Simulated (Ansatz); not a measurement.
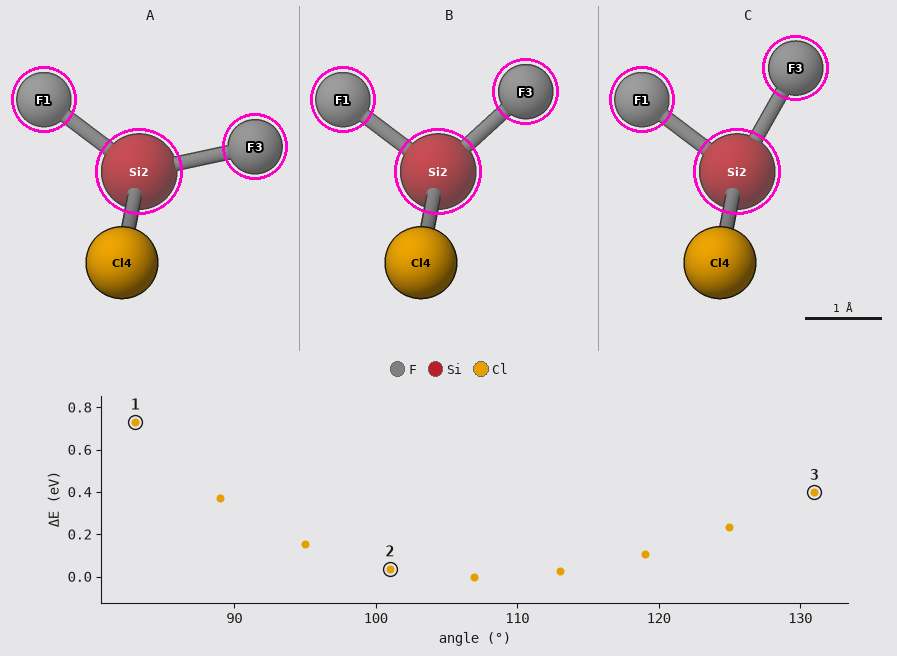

SiClF$_{2}$ (multiplicity 2): the F3–Si2–F1 angle is varied, with the rest of the molecule carried along rigidly. The frames are shuffled; the numbered points of the plot belong to them. The picture is a ball-and-stick view, seen onto the plane of the angle. The ringed atoms are those of the scanned coordinate.

Computed with Ansatz: PBE-D4, basis def2-TZVPP, on geometries moved rigidly from the minimum at PBE0-D4/def2-TZVP. Energies are counted from the PBE0-D4/def2-TZVP minimum geometry at the same level.

Which frame belongs to which numbered point?

Point 1 is frame C (the angle 83.0°, 0.730 eV); 2 is frame B (the angle 101.0°, 0.036 eV); 3 is frame A (the angle 131.0°, 0.397 eV). The lowest computed point lies at the angle 107.0° (0.000 eV). The end points stand at 0.730 eV (83.0°) and 0.397 eV (131.0°). The curvature at the lowest point is about 5.9 eV/rad².
